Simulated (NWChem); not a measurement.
**NH (SMILES [NH]): levels of theory compared**

We compute a comparison of 6 runs (UHF/STO-3G, UHF/def2-SVP, UHF/aug-cc-pVTZ, UPBE/aug-cc-pVTZ, UMP2/aug-cc-pVTZ, UCCSD(T)/STO-3G) of NH. 

The calculation is run with NWChem 7.3.0.

## Step 1: The molecule

NH has 2 atoms, charge 0, and is taken as a triplet. As SMILES, `[NH]`. The bond length is the measured one.

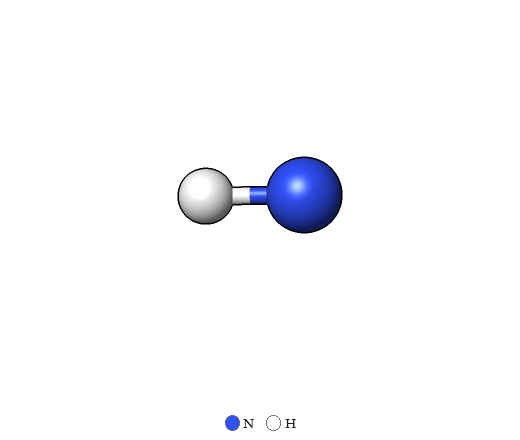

Viewed from a chosen angle; nitrogen blue, hydrogen white.

## Step 2: Energy and gradient at UHF/STO-3G (run 1)

The input, job.nw:

```
start job
title "imidogen"
memory stack 880 mb heap 220 mb global 1100 mb
charge 0

geometry noautosym nocenter noautoz
N      0.000000     0.000000     0.000000
H      0.000000     0.000000     1.036210
end

basis spherical bse
* library STO-3G
end

scf
nopen 2
uhf
thresh 1e-08
maxiter 80
end

task scf gradient
```

Run with:

```console
nwchem job.nw > job.out
```

Standard output:

```text
[...]
  functions       =     6
[...]
  wavefunction    = UHF
[...]
         Total SCF energy =    -54.261896553985
      One electron energy =    -81.184739226332
      Two electron energy =     23.348045340727
 Nuclear repulsion energy =      3.574797331620
                       Sz =      1.0000
                 Sz(Sz+1) =      2.0000
                      S^2 =      2.0118
[...]
                         UHF ENERGY GRADIENTS
    atom               coordinates                        gradient
                 x          y          z           x          y          z
   1 N       0.000000   0.000000   0.000000   -0.000000   0.000000   0.045530
   2 H       0.000000   0.000000   1.958153    0.000000  -0.000000  -0.045530
[...]
```

It took 0.6 s on 1 thread of Intel Xeon 6975P-C (Granite Rapids), shared host; peak memory 0.097 GiB.

## Step 3: Energy and gradient at UHF/def2-SVP (run 2)

The input, struct.nw:

```
echo
start struct
title "HN"
memory 2200 mb

geometry units angstroms noautosym nocenter noautoz
 N     0.000000    0.000000    0.000000
 H     0.000000    0.000000    1.036210
end

basis spherical bse
 N library def2-SVP
 H library def2-SVP
end

scf
 triplet
 uhf
 thresh 1e-08
 maxiter 80
end

task scf gradient
```

Run with:

```console
nwchem struct.nw > struct.out
```

Standard output:

```text
[...]
  functions       =    19
[...]
  wavefunction    = UHF
[...]
         Total SCF energy =    -54.914563025610
      One electron energy =    -81.553817688915
      Two electron energy =     23.064457331684
 Nuclear repulsion energy =      3.574797331620
                       Sz =      1.0000
                 Sz(Sz+1) =      2.0000
                      S^2 =      2.0145
[...]
                         UHF ENERGY GRADIENTS
    atom               coordinates                        gradient
                 x          y          z           x          y          z
   1 N       0.000000   0.000000   0.000000   -0.000000   0.000000  -0.006996
   2 H       0.000000   0.000000   1.958153    0.000000  -0.000000   0.006996
[...]
```

Wall time 0.76 s (1 thread of Intel Xeon 6975P-C (Granite Rapids), shared host); peak memory 0.096 GiB.

Run 3 isn't shown in full; the table further down has it.

## Step 4: Energy and gradient at UPBE/aug-cc-pVTZ (run 4)

The input, hn.nw:

```
start hn
title "imidogen"
memory total 2200 mb

geometry units angstroms noautosym nocenter noautoz
   N     0.000000    0.000000    0.000000
   H     0.000000    0.000000    1.036210
end

basis spherical bse
   * library aug-cc-pVTZ
end

dft
   xc xpbe96 cpbe96
   mult 3
   grid xfine
   convergence energy 1e-08
   maxiter 100
   mulliken
end

task dft gradient
```

Run with:

```console
nwchem hn.nw > hn.out
```

Standard output:

```text
[...]
          Wavefunction type:  spin polarized.
          No. of atoms     :     2
          No. of electrons :     8
[...]
          Charge           :     0
          Spin multiplicity:     3
[...]
          AO basis - number of functions:    69
[...]
              XC Information
              --------------
          PerdewBurkeErnzerhof Exchange Functional  1.000
            Perdew 1991 LDA Correlation Functional  1.000 local
           PerdewBurkeErnz. Correlation Functional  1.000 non-local
[...]
 d= 0,ls=0.0,diis     1    -55.1458279281 -5.87D+01  2.70D-03  9.52D-02     0.8
[...]
 d= 0,ls=0.0,diis     8    -55.1717289996 -1.55D-09  5.57D-08  1.43D-11     5.8
[...]
         Total DFT energy =      -55.171728999638
      One electron energy =      -81.603824981612
           Coulomb energy =       29.957036968708
    Exchange-Corr. energy =       -7.099738318354
 Nuclear repulsion energy =        3.574797331620
[...]
      Total Density - Mulliken Population Analysis
     ---------------------------------------------
    Atom       Charge   Shell Charges
 -----------   ------   -------------------------------------------------------
    1 N    7     7.21   1.95  0.26  1.01  0.70  0.06  0.90  1.47  0.80  0.05  0.00  0.01  0.00  0.00  0.00
    2 H    1     0.79   0.27  0.42  0.02 -0.00  0.01  0.04  0.02  0.00  0.01
[...]
      <S2> =      2.0051 (Exact =     2.0000)
[...]
  wavefunction    = open shell
                         DFT ENERGY GRADIENTS
    atom               coordinates                        gradient
                 x          y          z           x          y          z
   1 N       0.000000   0.000000   0.000000    0.000000   0.000000   0.009967
   2 H       0.000000   0.000000   1.958153   -0.000000  -0.000000  -0.009967
[...]
```

Run time: 8.1 s. Hardware: 1 thread of Intel Xeon 6975P-C (Granite Rapids), shared host; peak memory 0.12 GiB.

Run 5 isn't shown in full; the table further down has it.

## Step 5: A single-point energy at UCCSD(T)/STO-3G (run 6)

The input, hn.xyz:

```xyz
2

N      0.000000     0.000000     0.000000
H      0.000000     0.000000     1.036210
```

The input, run.py:

```python
from ase.io import read
from ase.calculators.nwchem import NWChem

mol = read('hn.xyz')

calc = NWChem(
    label='hn',
    theory='tce',
    memory='2200 mb',
    basis='STO-3G',
    basispar='spherical bse',
    scf={'nopen': '2', 'uhf': None, 'thresh': '1e-08', 'maxiter': '80'},
    tce={'scf': None, 'ccsd(t)': None, 'freeze': 'core 1', 'maxiter': '60'},
    task='energy',
)
mol.calc = calc

print(f"energy = {mol.get_potential_energy():.6f} eV")
```

Run with:

```console
export ASE_NWCHEM_COMMAND="nwchem PREFIX.nwi > PREFIX.nwo"
python run.py
```

Standard output:

```text
energy = -1477.159626 eV
```

The calculator wrote hn.nwi:

```
title "hn"

permanent_dir hn

scratch_dir hn

start hn

geometry units angstrom nocenter noautosym noautoz
  N  0.0000000000000000e+00 0.0000000000000000e+00 0.0000000000000000e+00
  H  0.0000000000000000e+00 0.0000000000000000e+00 1.0362100000000001e+00
end

memory 2200 mb

basis spherical bse noprint
   * library STO-3G
end

scf
  nopen 2
  uhf
  thresh 1e-08
  maxiter 80
end
tce
  scf
  ccsd(t)
  freeze core 1
  maxiter 60
end

task tce energy
```

hn.nwo:

```text
Northwest Computational Chemistry Package (NWChem) 7.3.0
             --------------------------------------------------------

           Job information
           ---------------

    nwchem branch   = 7.3.0
    use scalapack   = T
    input           = hn.nwi
    prefix          = hn.
    data base       = hn/hn.db
    status          = startup
    nproc           =        1

           Memory information
           ------------------

    heap     =     72089600 doubles =      550.0 Mbytes
    stack    =     72089597 doubles =      550.0 Mbytes
    global   =    144179200 doubles =     1100.0 Mbytes (distinct from heap & stack)
    total    =    288358397 doubles =     2200.0 Mbytes
    verify   = yes
    hardfail = no

[... 33 lines left out ...]
            Nuclear Dipole moment (a.u.)
[... 57 lines left out ...]
 1-e energy   =     -81.132680
[... 7 lines left out ...]
         Quadratically convergent UHF
[... 14 lines left out ...]
       Final UHF  results
[... 3 lines left out ...]
      One electron energy =    -81.184739226332
[... 1 line left out ...]
 Nuclear repulsion energy =      3.574797331620
[... 18 lines left out ...]
          Final beta eigenvalues
[... 46 lines left out ...]
                     UHF Final Beta Molecular Orbital Analysis
[... 233 lines left out ...]
 CCSD total energy / hartree       =       -54.284613480373274
[... 1 line left out ...]
 Singles contributions

 Doubles contributions
 CCSD(T)
 Using plain CCSD(T) code
             total no. of tasks            4
 total no. of tasks / no. procs            4
                         wl_min           64           2.0
                         wl_max          216           2.4
        thresh for no. of tasks            4

 CCSD[T]  correction energy / hartree =        -0.000002042849402
 CCSD[T] correlation energy / hartree =        -0.022718969237853
 CCSD[T] total energy / hartree       =       -54.284615523222676
 CCSD(T)  correction energy / hartree =        -0.000001959505589
 CCSD(T) correlation energy / hartree =        -0.022718885894040
 CCSD(T) total energy / hartree       =       -54.284615439878863

 Task  times  cpu:        0.1s     wall:        0.1s
 Total times  cpu:        0.1s     wall:        0.1s
```

Run time: 1 s. Hardware: 1 thread of Intel Xeon 6975P-C (Granite Rapids), shared host; peak memory 0.1 GiB.

## Step 6: All runs side by side

```
run             level  iteration cap  module  energy (Eh)  dipole moment (D)  HOMO energy (eV)  LUMO energy (eV)  wall time
  1        UHF/STO-3G             80     scf   -54.261897               1.32            -11.26              9.30      0.6 s
  2      UHF/def2-SVP             80     scf   -54.914563               1.73            -13.55              4.27     0.76 s
  3   UHF/aug-cc-pVTZ             80     scf   -54.982556               1.64            -13.83              0.80      5.1 s
  4  UPBE/aug-cc-pVTZ            100     dft   -55.171729               1.48             -7.92             -4.32      8.1 s
  5  UMP2/aug-cc-pVTZ             80     mp2   -55.122062               1.57            -13.83              0.80       11 s
  6   UCCSD(T)/STO-3G             80     tce   -54.284615                  –            -11.26              9.30        1 s
```

## Step 7: Summary of results

| quantity | value |
| --- | --- |
| run 6: total energy | -54.28462 Eh |
| run 6: HOMO energy (Hartree–Fock orbitals) (highest over α and β) | -11.26 eV |
| run 6: LUMO energy (Hartree–Fock orbitals) (lowest over α and β) | 9.30 eV |
| run 6: correlation energy (1 core orbital frozen) | -22.7 mEh |
| run 6: (T) correction | 0.00 mEh |
| run 6: ⟨S²⟩ of the reference determinant | 2.012 |

In words: Over runs 1, 2, 3, 4, 5 the dipole moment (its size) runs from 1.32 D (UHF/STO-3G) to 1.73 D (UHF/def2-SVP). In runs 1, 6 the basis is minimal, so the values are rough. All runs together took 26 s, the longest 11 s.
